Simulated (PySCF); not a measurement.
C₃H₁₂B₂O₂Si (SMILES BOBO[Si](C)(C)C)

```yaml
atoms:
  - { symbol: B, position_ang: [4.1260, 0.3141, -0.2202] }
  - { symbol: O, position_ang: [2.9482, -0.1483, -0.5129] }
  - { symbol: B, position_ang: [1.7374, -0.5820, -0.7876] }
  - { symbol: O, position_ang: [0.6754, -0.0359, -0.1802] }
  - { symbol: Si, position_ang: [-0.9423, 0.0259, -0.0049] }
  - { symbol: C, position_ang: [-1.7998, -1.4666, -0.8318] }
  - { symbol: C, position_ang: [-1.2691, 0.0131, 1.8725] }
  - { symbol: C, position_ang: [-1.5269, 1.6516, -0.8135] }
  - { symbol: H, position_ang: [4.5752, 1.2109, -0.8458] }
  - { symbol: H, position_ang: [4.7470, -0.1783, 0.6564] }
  - { symbol: H, position_ang: [1.6078, -1.4586, -1.5735] }
  - { symbol: H, position_ang: [-2.8815, -1.3989, -0.7729] }
  - { symbol: H, position_ang: [-1.5321, -1.5373, -1.8824] }
  - { symbol: H, position_ang: [-1.5052, -2.4002, -0.3602] }
  - { symbol: H, position_ang: [-0.7235, 0.8052, 2.3767] }
  - { symbol: H, position_ang: [-2.3243, 0.1564, 2.0823] }
  - { symbol: H, position_ang: [-0.9704, -0.9276, 2.3267] }
  - { symbol: H, position_ang: [-0.9535, 2.5014, -0.4544] }
  - { symbol: H, position_ang: [-2.5719, 1.8447, -0.5921] }
  - { symbol: H, position_ang: [-1.4217, 1.6211, -1.8947] }
```

Geometry: GFN2-xTB.

Theory: PBE0/pcSseg-1, SCF density, gas phase, non-relativistic (PySCF 2.14.0).

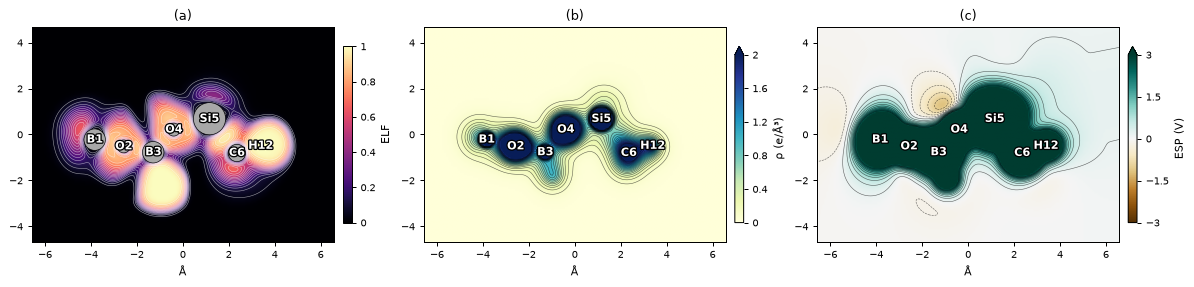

Figure 1. (a) ELF; (b) electron density; (c) molecular electrostatic potential on the plane of atoms O4, Si5 and C6. Grey discs cover the atomic cores in the ELF map.

Interpret the plot.

The plane passes through B, O, Si, C and H nuclei.
B–O (1.30 Å): ρ at the midpoint is about 2.3 e/Å³; the ELF peaks at about 0.90 between the atoms; a polar covalent bond.
Si–O (1.63 Å): ρ at the midpoint is about 1.1 e/Å³; the ELF peaks at about 0.85 between the atoms, as expected for a polar covalent bond.
C–Si (1.91 Å): ρ at the midpoint is about 0.92 e/Å³; the ELF peaks at about 0.95 between the atoms, as expected for a shared electron pair.
C–H (1.09 Å): ρ is about 1.9 e/Å³ halfway; the ELF climbs to about 1 towards the hydrogen, as it does in any bond to H: an ordinary covalent bond to hydrogen.
B–O (1.34 Å): ρ at the midpoint is about 2.2 e/Å³; the ELF peaks at about 0.90 between the atoms; a polar covalent bond.
The ELF also peaks beside O4, away from the bonds: lone-pair regions.
Outside the dense part of the molecule the potential is most negative (−1.2 V) near O4.

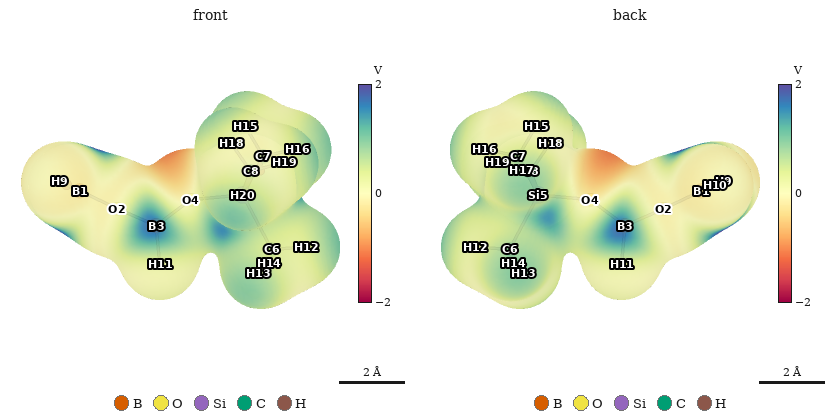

Figure 2. The molecular electrostatic potential painted on the density surface at 0.004 e/bohr³, seen from the front and from behind; red is negative and blue positive.

Which sites attract a positive test charge, and which a negative one?

A positive charge is drawn to the negative regions and a negative charge to the positive ones. The most negative region (about −1.0 V) lies over O4, the most positive (about +1.9 V) over B1. O4 is the likeliest acceptor of a hydrogen bond.

How polar is the molecule by this calculation?

Its dipole moment is 1.55 D.
